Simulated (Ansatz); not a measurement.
# Fields on a plane of TiB2 (AlB2 type, space group P6/mmm)

```
CELL_PARAMETERS angstrom
      3.03184     0.00000     0.00000
     -1.51592     2.62565     0.00000
      0.00000     0.00000     3.22428
ATOMIC_POSITIONS crystal
  Ti 0.00000 0.00000 0.00000
  B  0.33333 0.66667 0.50000
  B  0.66667 0.33333 0.50000
```

The slice is a (-1 1 0 2) plane (indices of the conventional cell) through the point (0.333, 0.667, 0.500) (fractional), spanned by u = [110] and v = [1 -1 1] in vectors of this cell: u (3.03 Å) and v (6.16 Å, at 90° to u). It covers one period; positions are fractions (u, v).

Atoms on it: B at (0.00, 0.00). Other atoms lie within 1 Å of the plane.

All values below come from PBE (plane waves to 420 eV, PAW, scalar-relativistic; Ansatz, a first-principles code). k mesh 18×18×14. Near the nuclei the fields are pseudised (PAW); where an atom keeps semicore shells as valence, they peak there. The PAW data are Ansatz's earlier set. TiB2 is run without spin polarisation. TiB2 was relaxed with its symmetry unable to fall.

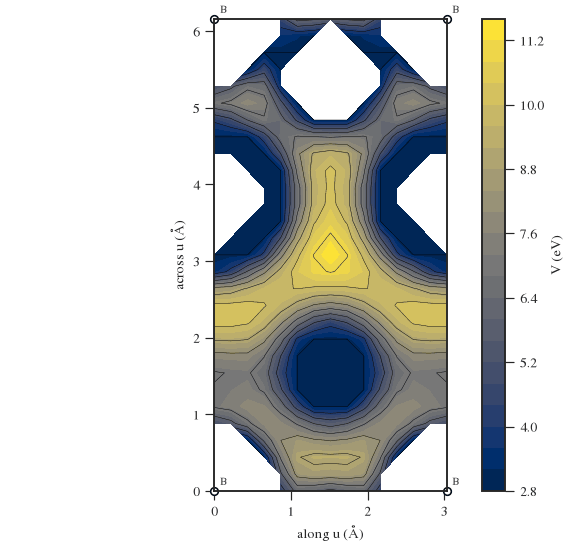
Electrostatic potential energy of an electron, from the cell's mean, in eV, one period of the plane, atoms marked. Points within 0.7 Å of a nucleus are left white, as the pseudised field means little there. Values under 3 eV are set to 3. The zero, the cell's mean, hangs on the PAW cores.

```
|2233444433333333333333444433|
|3333443333333333333333334433|
|3333333333333333333333333333|
|2222222233333333333333222222|
|1111112222333333333322221111|
|1111111111222222222211111111|
|2222221111112222221111112222|
|5555332211111111111111223355|
|8877663311111111111111336677|
|9999774422000000000022447799|
|9999774422000000000022447799|
|8888663311000000000011336688|
|6666442200000000000000224466|
|3333220000000000000000002233|
|1111000000000000000000000011|
|0000000000000000000000000000|
|0000000000000000000000000000|
|0000000000001111110000000000|
|1111111111112222221111111111|
|1111111111112222221111111111|
|2222111111222222222211111122|
|2222221111112222221111112222|
|2222221111001111110011112222|
|3333221111000000000011112233|
|3333332211000000000011223333|
|3333332222110000001122223333|
|2233333322221111112222333333|
|1122333333222222222233333322|
```
Scale: ten equal steps from -0.70 (start of '0') to 0.78 (end of '9'), in the order '0123456789'. Values: log₁₀ of the valence density in e/Å³. The map has 14 points along u (two characters each, u = 0 at the left) and 28 along v (v = 0 in the bottom row). The scale is logarithmic, as a density can span decades between atoms and voids.
